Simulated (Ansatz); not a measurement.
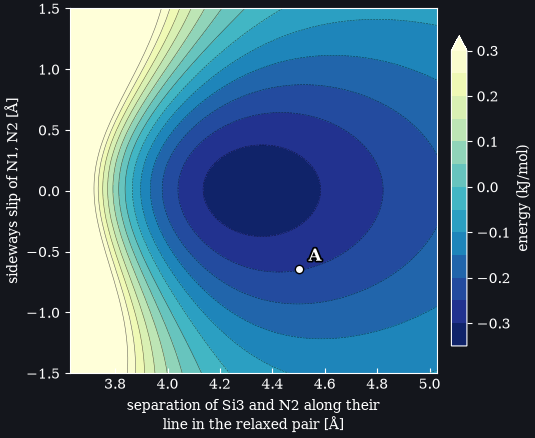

The pair N₂···H₄Si. 
- Coordinates scanned: (1) separation of Si3 and N2 along their line in the relaxed pair; (2) sideways slip of N1, N2.
- Nothing is relaxed (both partners rigid).
- The scan uses a 15 × 15 grid.
- Points are written as (first, second).
- Energies: kJ/mol, counted from the two partners far apart, frozen as in the relaxed pair, each in its own basis (no counterpoise correction).
- Method: RHF/def2-TZVPD (Ansatz).

The picture shows filled contours, one colour for all values above the top of the scale, the point A. Between grid points the surface is interpolated.

### Which way does the force act at A, and how strong is it?

A, at (4.501 Å, −0.643 Å), is not a stationary point. The computed force is 0.066 kJ/mol for each Å towards smaller values of the first coordinate and 0.17 kJ/mol for each Å towards larger values of sideways slip of N1, N2.
